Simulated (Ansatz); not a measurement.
Response to strain in hypothetical wurtzite GeSe

Take GeSe in the wurtzite structure (space group P6_3mc, No. 186; a = 4.790 Å, c = 5.862 Å; a hypothetical phase, not in the database extracts checked) as the base.

Strains are applied to the cell and any free atomic positions relax.

Calculations: Kohn–Sham DFT with the PBE functional, run in Ansatz (a first-principles code) with PAW and 420 eV plane waves, without spin-orbit coupling, earlier PAW set.

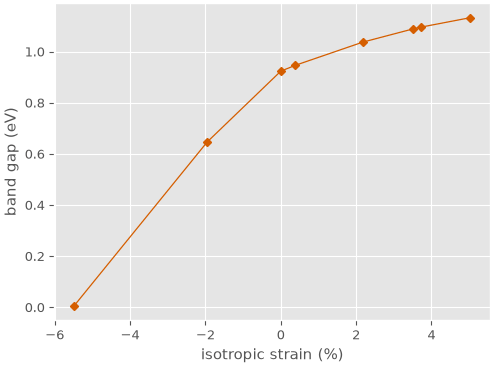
Figure: Band gap against isotropic strain

Q: From the plot, what is the band gap for isotropic strain +3.50 %?

A: About 1.09 eV.

Q: Is the trend monotonic over the range shown?

A: Yes, it rises throughout, spanning zero to 1.13 eV.

Stability against distortions was not tested. The final runs are not spin-polarised. A zero or small gap of GeSe under isotropic strain −5.48 % can be the functional's error rather than a property of the material.
